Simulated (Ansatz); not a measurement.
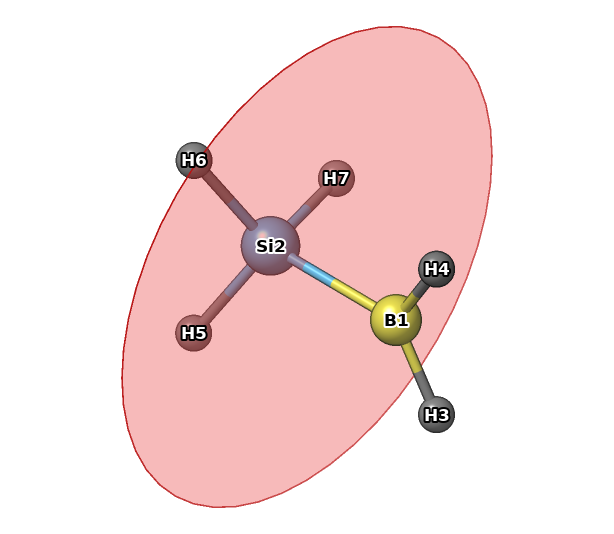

A disc through the centre of mass is drawn in. Distant atoms are faded towards the background colour. Computed geometry: PBE0-D4/def2-TZVP optimisation.

**Is the plane of the disc a mirror plane of the structure?**

No. The point group is Cs, with 1 mirror plane, and this plane isn't one of its mirror planes.
